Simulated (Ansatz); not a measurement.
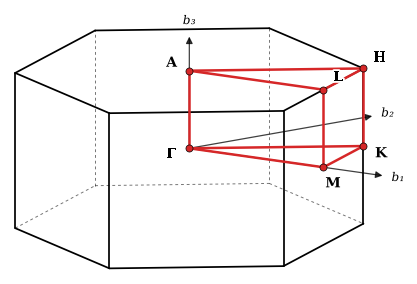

Crystal: Re, the end point of a relaxation at fixed volume with Ansatz 0.2.0, DFT HSE06, scalar-relativistic, plane waves, PAW. The first Brillouin zone and its special points. All values are computed from the atomic coordinates in the standard setting (tolerance 0.002 Å).

Space group P6_3/mmc, No. 194; a = 2.747 Å, b = 2.747 Å, c = 4.450 Å, α = 90.00°, β = 90.00°, γ = 120.00°.

Labels and path follow the convention of Hinuma et al. (2017), as computed by seekpath; the arrows show the directions of the reciprocal primitive vectors b₁, b₂, b₃, in which coordinates are given; lengths include the factor 2π.

Question: List the special points with their coordinates and distances from Γ.

Answer:
```csv
point,k₁,k₂,k₃,length of k (1/Å)
Γ,0,0,0,0.000
A,0,0,1/2,0.706
K,1/3,1/3,0,1.525
H,1/3,1/3,1/2,1.681
M,1/2,0,0,1.321
L,1/2,0,1/2,1.498
```

Question: What is the zone's volume?

Answer: (2π)³ over the primitive cell's volume of 29.07 Å³: 8.53 Å⁻³.
